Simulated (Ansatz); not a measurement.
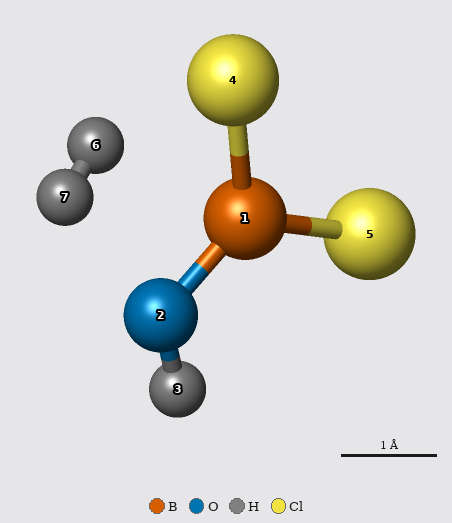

**Figure 1.** The input geometry (ball-and-stick view, seen at a tilt; atoms are numbered from 1 in the order of the input). Bond lengths as drawn: B–Cl 1.76 to 1.77 Å, B–O 1.37 Å, H–H 0.72 Å and H–O 0.97 Å.

# Run report: BH3Cl2O, geometry relaxation (part 1 of 2)

BH3Cl2O, computed with RKS B3LYP/def2-SVP (Ansatz 0.2.0).

It belongs to a series of runs on one base structure; here: end point A relaxed. Figures and captions count atoms from 1; the log counts them from 0 in places.

**What the program printed**
```
The last accepted step is kept in [file] (removed where the run ends without a failure and the disk answers)
Engine: ansatz 0.2.0, x86_64-unknown-linux-gnu
Functional definition: B3LYP
  parameter a0 = 0.2
  parameter ax = 0.72
  parameter ac = 0.81
  exchange = (1 - a0 - ax)*slater_x + ax*b88_x + a0*exact_x
  correlation = (1 - ac)*vwn_rpa_c + ac*lyp_c
813 factors; integrals over basis functions are off by at most 4.3e-4 eV
mean field evaluation 1: about -27807.6945 eV, gradient 4.5e1 eV
mean field evaluation 2: about -27799.1781 eV, gradient 8.1e1 eV
mean field evaluation 4: about -27811.2901 eV, gradient 1.5e0 eV
mean field evaluation 8: about -27811.3313 eV, gradient 1.8e-1 eV
mean field evaluation 16: about -27811.3314 eV, gradient 6.7e-5 eV
mean field -27811.33141847 eV, -1022.0475784312 hartree, gradient 6.7e-5 eV, S^2 0.000000; 0 other end points of the search recorded, 0 dependent functions left out
the calculation of the forces begins
reference -27811.33162216 eV, -1022.0475859168 hartree; 25, 25 occupied and 54, 54 virtual orbitals, 813 factors
relax step   1: F+E_penalty+E_count = -27811.33141847 eV  Δ(F+E_penalty+E_count) = +0.000e0 eV  max|allowed force component| = 1.436e0 eV/Å  Δτ_max = 0.0000 Å  (25 SCF iters, accepted)
these checks for a lower state are left out or cut short: starts, cluster_reference, orbital_swaps, neighbouring_geometries, increment
813 factors; integrals over basis functions are off by at most 4.2e-4 eV
mean field -27811.48775967 eV, -1022.0533238642 hartree, gradient 6.8e-6 eV, S^2 0.000000; 0 other end points of the search recorded, 0 dependent functions left out
[... from here on the field's lines of each further geometry are left out, up to the last ...]
relax step   2: F+E_penalty+E_count = -27811.48775967 eV  Δ(F+E_penalty+E_count) = -1.563e-1 eV  max|allowed force component| = 5.597e-1 eV/Å  Δτ_max = 0.1990 Å  (28 SCF iters, accepted)
relax step   3: F+E_penalty+E_count = -27811.53202090 eV  Δ(F+E_penalty+E_count) = -4.426e-2 eV  max|allowed force component| = 5.927e-1 eV/Å  Δτ_max = 0.1950 Å  (28 SCF iters, accepted)
relax step   4: F+E_penalty+E_count = -27811.56798302 eV  Δ(F+E_penalty+E_count) = -3.596e-2 eV  max|allowed force component| = 3.341e-1 eV/Å  Δτ_max = 0.1915 Å  (29 SCF iters, accepted)
relax step   5: F+E_penalty+E_count = -27811.57544294 eV  Δ(F+E_penalty+E_count) = -7.460e-3 eV  max|allowed force component| = 1.807e-1 eV/Å  Δτ_max = 0.1137 Å  (30 SCF iters, accepted)
relax step   6: F+E_penalty+E_count = -27811.57569110 eV  Δ(F+E_penalty+E_count) = -2.482e-4 eV  max|allowed force component| = 9.227e-2 eV/Å  Δτ_max = 0.0180 Å  (30 SCF iters, accepted)
relax step   7: F+E_penalty+E_count = -27811.57720703 eV  Δ(F+E_penalty+E_count) = -1.516e-3 eV  max|allowed force component| = 4.502e-2 eV/Å  Δτ_max = 0.0438 Å  (30 SCF iters, accepted)
relax step   8: F+E_penalty+E_count = -27811.57777038 eV  Δ(F+E_penalty+E_count) = -5.634e-4 eV  max|allowed force component| = 5.393e-2 eV/Å  Δτ_max = 0.0283 Å  (30 SCF iters, accepted)
relax step   9: F+E_penalty+E_count = -27811.57193410 eV  Δ(F+E_penalty+E_count) = +5.836e-3 eV  max|allowed force component| = 4.946e-1 eV/Å  Δτ_max = 0.1959 Å  (27 SCF iters, rejected (line search))
relax step  10: F+E_penalty+E_count = -27811.57798536 eV  Δ(F+E_penalty+E_count) = -2.150e-4 eV  max|allowed force component| = 4.840e-2 eV/Å  Δτ_max = 0.0136 Å  (24 SCF iters, accepted)
relax step  11: F+E_penalty+E_count = -27811.57791458 eV  Δ(F+E_penalty+E_count) = +7.078e-5 eV  max|allowed force component| = 2.287e-1 eV/Å  Δτ_max = 0.0965 Å  (29 SCF iters, rejected (line search))
relax step  12: F+E_penalty+E_count = -27811.57873345 eV  Δ(F+E_penalty+E_count) = -7.481e-4 eV  max|allowed force component| = 2.008e-2 eV/Å  Δτ_max = 0.0407 Å  (30 SCF iters, accepted)
relax step  13: F+E_penalty+E_count = -27811.57910294 eV  Δ(F+E_penalty+E_count) = -3.695e-4 eV  max|allowed force component| = 1.224e-1 eV/Å  Δτ_max = 0.0488 Å  (30 SCF iters, accepted)
relax step  14: F+E_penalty+E_count = -27811.58013627 eV  Δ(F+E_penalty+E_count) = -1.033e-3 eV  max|allowed force component| = 1.221e-1 eV/Å  Δτ_max = 0.0474 Å  (29 SCF iters, accepted)
relax step  15: F+E_penalty+E_count = -27811.58186042 eV  Δ(F+E_penalty+E_count) = -1.724e-3 eV  max|allowed force component| = 1.193e-1 eV/Å  Δτ_max = 0.1099 Å  (29 SCF iters, accepted)
relax step  16: F+E_penalty+E_count = -27811.58302143 eV  Δ(F+E_penalty+E_count) = -1.161e-3 eV  max|allowed force component| = 1.562e-1 eV/Å  Δτ_max = 0.0708 Å  (30 SCF iters, accepted)
relax step  17: F+E_penalty+E_count = -27811.58425746 eV  Δ(F+E_penalty+E_count) = -1.236e-3 eV  max|allowed force component| = 2.176e-1 eV/Å  Δτ_max = 0.0529 Å  (30 SCF iters, accepted)
relax step  18: F+E_penalty+E_count = -27811.58768252 eV  Δ(F+E_penalty+E_count) = -3.425e-3 eV  max|allowed force component| = 4.385e-2 eV/Å  Δτ_max = 0.2000 Å  (29 SCF iters, accepted)
relax step  19: F+E_penalty+E_count = -27811.58955314 eV  Δ(F+E_penalty+E_count) = -1.871e-3 eV  max|allowed force component| = 1.223e-1 eV/Å  Δτ_max = 0.0758 Å  (30 SCF iters, accepted)
relax step  20: F+E_penalty+E_count = -27811.58125642 eV  Δ(F+E_penalty+E_count) = +8.297e-3 eV  max|allowed force component| = 7.573e-1 eV/Å  Δτ_max = 0.1956 Å  (27 SCF iters, rejected (line search))
relax step  21: F+E_penalty+E_count = -27811.57926429 eV  Δ(F+E_penalty+E_count) = +1.029e-2 eV  max|allowed force component| = 3.318e-1 eV/Å  Δτ_max = 0.0966 Å  (29 SCF iters, rejected (line search))
relax step  22: F+E_penalty+E_count = -27811.59127187 eV  Δ(F+E_penalty+E_count) = -1.719e-3 eV  max|allowed force component| = 5.821e-2 eV/Å  Δτ_max = 0.0483 Å  (30 SCF iters, accepted)
relax step  23: F+E_penalty+E_count = -27811.59126800 eV  Δ(F+E_penalty+E_count) = +3.872e-6 eV  max|allowed force component| = 3.813e-1 eV/Å  Δτ_max = 0.0975 Å  (29 SCF iters, rejected (line search))
relax step  24: F+E_penalty+E_count = -27811.59234381 eV  Δ(F+E_penalty+E_count) = -1.072e-3 eV  max|allowed force component| = 5.008e-2 eV/Å  Δτ_max = 0.0417 Å  (30 SCF iters, accepted)
relax step  25: F+E_penalty+E_count = -27811.59293292 eV  Δ(F+E_penalty+E_count) = -5.891e-4 eV  max|allowed force component| = 1.330e-1 eV/Å  Δτ_max = 0.0485 Å  (30 SCF iters, accepted)
relax step  26: F+E_penalty+E_count = -27811.59477001 eV  Δ(F+E_penalty+E_count) = -1.837e-3 eV  max|allowed force component| = 2.099e-2 eV/Å  Δτ_max = 0.0651 Å  (29 SCF iters, accepted)
relax step  27: F+E_penalty+E_count = -27811.59624974 eV  Δ(F+E_penalty+E_count) = -1.480e-3 eV  max|allowed force component| = 1.074e-1 eV/Å  Δτ_max = 0.1100 Å  (29 SCF iters, accepted)
relax step  28: F+E_penalty+E_count = -27811.59657785 eV  Δ(F+E_penalty+E_count) = -3.281e-4 eV  max|allowed force component| = 1.714e-1 eV/Å  Δτ_max = 0.0747 Å  (29 SCF iters, accepted)
relax step  29: F+E_penalty+E_count = -27811.59725214 eV  Δ(F+E_penalty+E_count) = -6.743e-4 eV  max|allowed force component| = 1.063e-1 eV/Å  Δτ_max = 0.0220 Å  (30 SCF iters, accepted)
relax step  30: F+E_penalty+E_count = -27811.59802794 eV  Δ(F+E_penalty+E_count) = -7.758e-4 eV  max|allowed force component| = 6.736e-3 eV/Å  Δτ_max = 0.0318 Å  (30 SCF iters, accepted)
relax step  31: F+E_penalty+E_count = -27811.59845472 eV  Δ(F+E_penalty+E_count) = -4.268e-4 eV  max|allowed force component| = 7.618e-2 eV/Å  Δτ_max = 0.0656 Å  (29 SCF iters, accepted)
relax step  32: F+E_penalty+E_count = -27811.59866452 eV  Δ(F+E_penalty+E_count) = -2.098e-4 eV  max|allowed force component| = 1.318e-1 eV/Å  Δτ_max = 0.0590 Å  (29 SCF iters, accepted)
relax step  33: F+E_penalty+E_count = -27811.59887194 eV  Δ(F+E_penalty+E_count) = -2.074e-4 eV  max|allowed force component| = 1.131e-1 eV/Å  Δτ_max = 0.0254 Å  (30 SCF iters, accepted)
relax step  34: F+E_penalty+E_count = -27811.59930469 eV  Δ(F+E_penalty+E_count) = -4.328e-4 eV  max|allowed force component| = 7.119e-2 eV/Å  Δτ_max = 0.0806 Å  (29 SCF iters, accepted)
relax step  35: F+E_penalty+E_count = -27811.59949999 eV  Δ(F+E_penalty+E_count) = -1.953e-4 eV  max|allowed force component| = 8.429e-2 eV/Å  Δτ_max = 0.0593 Å  (29 SCF iters, accepted)
relax step  36: F+E_penalty+E_count = -27811.59964402 eV  Δ(F+E_penalty+E_count) = -1.440e-4 eV  max|allowed force component| = 7.309e-2 eV/Å  Δτ_max = 0.0449 Å  (30 SCF iters, accepted)
relax step  37: F+E_penalty+E_count = -27811.59763256 eV  Δ(F+E_penalty+E_count) = +2.011e-3 eV  max|allowed force component| = 2.368e-1 eV/Å  Δτ_max = 0.1434 Å  (28 SCF iters, rejected (line search))
relax step  38: F+E_penalty+E_count = -27811.59737274 eV  Δ(F+E_penalty+E_count) = +2.271e-3 eV  max|allowed force component| = 3.973e-1 eV/Å  Δτ_max = 0.0710 Å  (30 SCF iters, rejected (line search))
the calculation of the forces begins
reference -27811.60028490 eV, -1022.0574590904 hartree; 25, 25 occupied and 54, 54 virtual orbitals, 813 factors
relax step  39: F+E_penalty+E_count = -27811.60005566 eV  Δ(F+E_penalty+E_count) = -4.116e-4 eV  max|allowed force component| = 2.753e-2 eV/Å  Δτ_max = 0.0349 Å  (31 SCF iters, accepted)
813 factors; integrals over basis functions are off by at most 7.4e-4 eV
mean field evaluation 288: about -27811.5649 eV, gradient 1.9e-1 eV
```

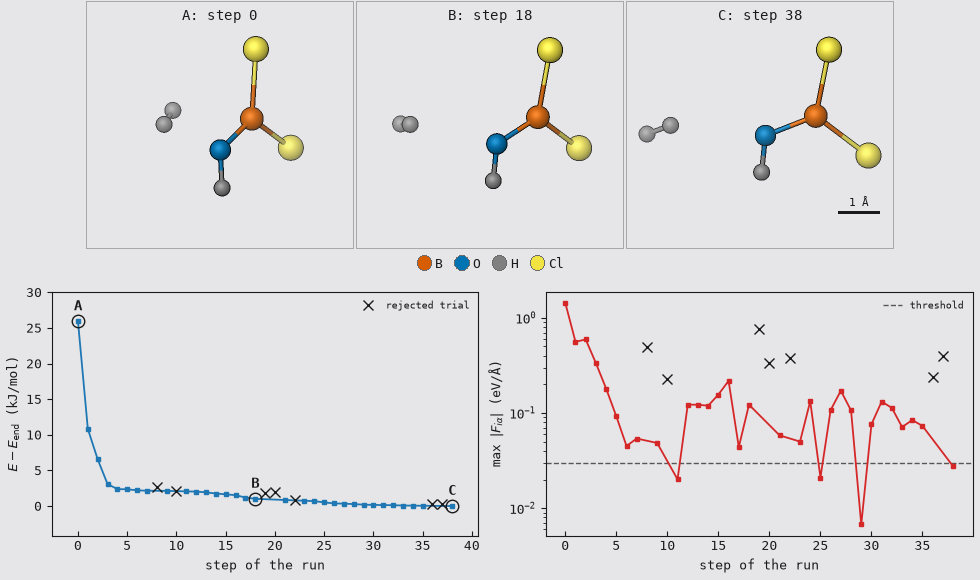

**Figure 2.** Frames of the relaxation (ball-and-stick view, seen at a tilt) above the curves, on which the letters mark them (the first geometry is step 0 here and step 1 in the log).

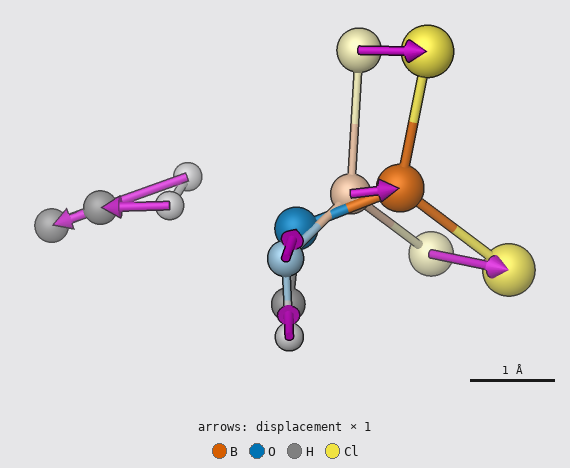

**Figure 3.** Start (faint) and end (solid) with the displacements as pink arrows, at true length (ball-and-stick view, seen at a tilt). The two geometries are laid on each other by the best rigid fit. H6 moves most after the best rigid fit: 1.73 Å. By element the largest moves are H 1.73 Å, Cl 1.22 Å, O 0.65 Å, B 0.62 Å. Among the contacts that change: H6–H7 0.717 → 0.761 Å, B1–O2 1.373 → 1.343 Å. After 38 geometry steps the energy has fallen by 25.9 kJ/mol. Largest force component: 1.4 eV/Å at the start, 0.028 eV/Å at the end. The line search rejected the trial steps at points 8, 10, 19, 20, 22, 36, 37 (counted from 0) and went back. (Atoms are counted from 1 in the order of the input.)

```
mean field -27811.60005566 eV, -1022.0574506659 hartree, gradient 1.1e-5 eV, S^2 0.000000; 1 other end points of the search recorded, 0 dependent functions left out
the calculation of the forces begins
reference -27811.60028490 eV, -1022.0574590904 hartree; 25, 25 occupied and 54, 54 virtual orbitals, 813 factors
Total energy: -27811.60028490 eV, -1022.0574590904 hartree
Atom 0 at    -0.104825    -0.814856    -0.180886 Å, force    -0.010788    -0.014035    -0.019595 eV/Å
Atom 1 at     0.002996    -0.098336     0.949719 Å, force    -0.026292    -0.001492    -0.002137 eV/Å
Atom 2 at    -0.848960     0.135471     1.344125 Å, force     0.010681     0.005262     0.004428 eV/Å
Atom 3 at     1.364465    -1.321987    -1.003741 Å, force    -0.002534     0.001897     0.000566 eV/Å
Atom 4 at    -1.693711    -1.251564    -0.845868 Å, force     0.027530     0.008161     0.015603 eV/Å
Atom 5 at     0.399629     3.135194     1.889674 Å, force     0.002770    -0.008101    -0.002315 eV/Å
Atom 6 at     0.547407     2.434078     1.632576 Å, force    -0.001366     0.008309     0.003451 eV/Å
Dipole moment:    -0.280765     0.121986     0.231017 e Å
```

**Trajectory as extended XYZ (Å, eV, eV/Å), 39 frames, from step=1 to step=39**
```
7
Properties=species:S:1:pos:R:3:forces:R:3 step=1 energy=-27811.33142
B    -0.0227   -0.2683    0.1079   -0.0056  -0.5054   1.0344
O     0.0068   -0.4737    1.4648   -0.0951  -0.1766  -1.0795
H    -0.8726   -0.4379    1.8660    0.0032   0.0057   0.0014
Cl    1.4844   -0.3902   -0.7864   -0.0088   0.0074  -0.0061
Cl   -1.5491    0.0194   -0.7479    0.0138  -0.0005   0.0130
H     0.2796    2.0567    0.6279   -0.0924   1.1419  -1.3988
H     0.3406    1.7120    1.2534    0.1850  -0.4724   1.4356
7
Properties=species:S:1:pos:R:3:forces:R:3 step=2 energy=-27811.48776
B    -0.0400   -0.4024    0.1033    0.0830   0.2949   0.5239
O    -0.0106   -0.5950    1.4465   -0.2269  -0.1063  -0.5597
H    -0.8814   -0.4811    1.8598    0.1390  -0.0823  -0.0567
Cl    1.4809   -0.4169   -0.7827   -0.0708  -0.2033  -0.0027
Cl   -1.5494    0.0149   -0.7391    0.0345  -0.1867   0.0259
H     0.3048    2.2541    0.6325    0.0050   0.1789  -0.0306
H     0.3625    1.8444    1.2654    0.0361   0.1048   0.1000
7
Properties=species:S:1:pos:R:3:forces:R:3 step=3 energy=-27811.53202
B    -0.0385   -0.3946    0.0991   -0.0117  -0.5927   0.0294
O    -0.0222   -0.6756    1.4199   -0.2499   0.3738  -0.2083
H    -0.8889   -0.5428    1.8413    0.2312  -0.1176  -0.0947
Cl    1.4672   -0.5430   -0.8140   -0.1492   0.1148   0.1186
Cl   -1.5660   -0.0696   -0.7611    0.1620   0.1120   0.1170
H     0.3281    2.4404    0.6848    0.0253  -0.1546   0.3075
H     0.3873    2.0033    1.3157   -0.0078   0.2643  -0.2694
7
Properties=species:S:1:pos:R:3:forces:R:3 step=4 energy=-27811.56798
B    -0.0608   -0.5147    0.0711    0.0493   0.0151   0.2835
O    -0.0348   -0.7310    1.4049   -0.2332   0.1448  -0.3341
H    -0.9024   -0.6029    1.8232    0.1888  -0.0911  -0.0749
Cl    1.4530   -0.5956   -0.8279   -0.0975  -0.0526   0.0468
Cl   -1.5778   -0.1280   -0.7755    0.0892  -0.0454   0.0613
H     0.3629    2.6048    0.7298   -0.0069   0.0173   0.0003
H     0.4269    2.1853    1.3600    0.0104   0.0118   0.0171
7
Properties=species:S:1:pos:R:3:forces:R:3 step=5 energy=-27811.57544
B    -0.0682   -0.5504    0.0614    0.0450   0.0486  -0.0447
O    -0.0402   -0.7493    1.3882   -0.1807   0.0495   0.0457
H    -0.9092   -0.6416    1.8060    0.1381  -0.0523  -0.0335
Cl    1.4408   -0.6512   -0.8396   -0.0279  -0.0320   0.0034
Cl   -1.5849   -0.1751   -0.7865    0.0260  -0.0207   0.0205
H     0.3711    2.6969    0.7606   -0.0082   0.0121  -0.0076
H     0.4576    2.2888    1.3956    0.0076  -0.0051   0.0161
7
Properties=species:S:1:pos:R:3:forces:R:3 step=6 energy=-27811.57569
B    -0.0699   -0.5515    0.0561   -0.0341   0.0561  -0.0250
O    -0.0467   -0.7468    1.3824    0.0923  -0.0012   0.0360
H    -0.9007   -0.6433    1.8217   -0.0561  -0.0124  -0.0398
Cl    1.4408   -0.6599   -0.8410   -0.0214  -0.0314   0.0074
Cl   -1.5826   -0.1747   -0.7977    0.0201  -0.0174   0.0135
H     0.3654    2.7017    0.7657   -0.0103   0.0209  -0.0206
H     0.4607    2.2925    1.3983    0.0095  -0.0145   0.0285
7
Properties=species:S:1:pos:R:3:forces:R:3 step=7 energy=-27811.57721
B    -0.0699   -0.5612    0.0532    0.0026  -0.0062  -0.0396
O    -0.0435   -0.7514    1.3804   -0.0245   0.0216   0.0450
H    -0.9076   -0.6561    1.8053    0.0247  -0.0117  -0.0169
Cl    1.4355   -0.6879   -0.8491   -0.0048  -0.0070   0.0015
Cl   -1.5857   -0.1939   -0.7975    0.0038   0.0022   0.0045
H     0.3661    2.7363    0.7797   -0.0116   0.0236  -0.0280
H     0.4719    2.3321    1.4136    0.0098  -0.0225   0.0335
7
Properties=species:S:1:pos:R:3:forces:R:3 step=8 energy=-27811.57777
B    -0.0678   -0.5650    0.0464    0.0011   0.0052  -0.0429
O    -0.0370   -0.7323    1.3762   -0.0120   0.0071   0.0539
H    -0.8997   -0.6292    1.8012    0.0078  -0.0057  -0.0026
Cl    1.4335   -0.7135   -0.8582    0.0061  -0.0087  -0.0103
Cl   -1.5850   -0.2028   -0.8034   -0.0008   0.0003  -0.0023
H     0.3510    2.7348    0.7978   -0.0140   0.0332  -0.0371
H     0.4720    2.3259    1.4256    0.0119  -0.0313   0.0413
7
Properties=species:S:1:pos:R:3:forces:R:3 step=9 energy=-27811.57193 accepted=F
B    -0.0518   -0.5928    0.0028    0.0556  -0.0026   0.2509
O     0.0031   -0.6199    1.3506    0.0395  -0.0383  -0.3211
H    -0.8487   -0.4576    1.7792    0.0125   0.0205  -0.0311
Cl    1.4211   -0.8992   -0.9195   -0.1168   0.0215   0.1054
Cl   -1.5748   -0.2538   -0.8448    0.0130  -0.0100  -0.0047
H     0.2341    2.7752    0.9397    0.2234  -0.4421   0.4946
H     0.4840    2.2661    1.4776   -0.2272   0.4510  -0.4939
7
Properties=species:S:1:pos:R:3:forces:R:3 step=10 energy=-27811.57798
B    -0.0665   -0.5603    0.0451   -0.0050  -0.0140  -0.0329
O    -0.0350   -0.7194    1.3762   -0.0027   0.0029   0.0394
H    -0.8985   -0.6213    1.8004    0.0027   0.0041  -0.0003
Cl    1.4334   -0.7182   -0.8601    0.0066  -0.0004  -0.0079
Cl   -1.5850   -0.2064   -0.8059    0.0006   0.0040  -0.0025
H     0.3436    2.7310    0.8054   -0.0159   0.0407  -0.0442
H     0.4750    2.3127    1.4245    0.0137  -0.0373   0.0484
7
Properties=species:S:1:pos:R:3:forces:R:3 step=11 energy=-27811.57792 accepted=F
B    -0.0612   -0.5765    0.0277    0.0291   0.0460   0.0877
O    -0.0189   -0.6668    1.3685   -0.0116  -0.0507  -0.1190
H    -0.8838   -0.5607    1.7880    0.0087   0.0329   0.0135
Cl    1.4289   -0.7915   -0.8836   -0.0199  -0.0094   0.0179
Cl   -1.5811   -0.2311   -0.8234   -0.0034  -0.0241  -0.0044
H     0.2917    2.7695    0.8770    0.0772  -0.1885   0.2287
H     0.4915    2.2750    1.4314   -0.0801   0.1937  -0.2244
7
Properties=species:S:1:pos:R:3:forces:R:3 step=12 energy=-27811.57873
B    -0.0655   -0.5686    0.0404    0.0073   0.0201   0.0088
O    -0.0320   -0.7087    1.3747   -0.0054  -0.0154  -0.0151
H    -0.8961   -0.6076    1.7969    0.0029   0.0121   0.0048
Cl    1.4327   -0.7404   -0.8655   -0.0010  -0.0095  -0.0011
Cl   -1.5827   -0.2119   -0.8114   -0.0011  -0.0098  -0.0020
H     0.3206    2.7528    0.8309   -0.0049   0.0065   0.0049
H     0.4899    2.3023    1.4195    0.0021  -0.0040  -0.0002
7
Properties=species:S:1:pos:R:3:forces:R:3 step=13 energy=-27811.57910
B    -0.0623   -0.5720    0.0344    0.0023  -0.0486   0.0216
O    -0.0274   -0.7005    1.3705   -0.0072   0.0158  -0.0389
H    -0.8903   -0.5866    1.7921    0.0090   0.0112   0.0066
Cl    1.4304   -0.7763   -0.8743   -0.0023   0.0105   0.0061
Cl   -1.5804   -0.2218   -0.8182    0.0012   0.0102  -0.0008
H     0.2968    2.7806    0.8632    0.0391  -0.0984   0.1224
H     0.5003    2.2946    1.4179   -0.0421   0.0993  -0.1170
```
